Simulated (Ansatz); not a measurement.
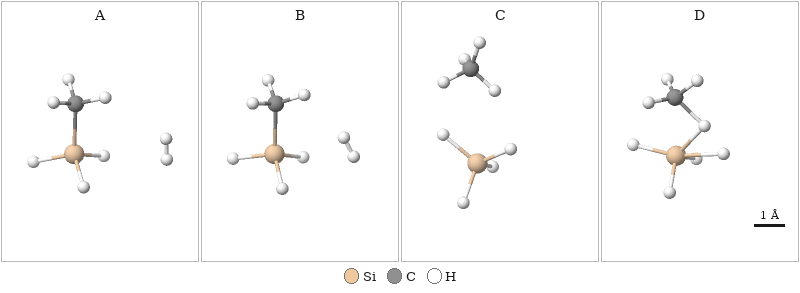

4 geometries from a converged minimum-energy path of CH₈Si, made up of CH$_{6}$Si and H$_{2}$, shuffled. A ball-and-stick model, seen at a tilt.

Computed with Ansatz, RKS PBE-D4/6-31G*. Set-up: 7 movable images; climbing image; force threshold 0.03 eV/Å; iteration limit 60; starting path through a guess of the saddle point.

Which frame is the top of the path?

Answer. D. In order along the path, whose images run from 0 to 8: A (image 1, +0.2 kcal/mol), B (image 2, +3.4 kcal/mol), D (image 4, +69.0 kcal/mol), C (image 6, −5.8 kcal/mol). Breaking: H–H (0.75 → 2.89 Å), C–Si (1.89 → 3.78 Å). Forming: C–H (3.76 → 1.10 Å), H–Si (3.45 → 1.50 Å).

Limits of the set-up: the start holds two separate molecules, 2.8 Å apart at their closest, whose relative position is a soft coordinate.

The run took 4.7 min on 1 thread of Arm Neoverse V1 (shared host), peak memory 0.1 GiB.
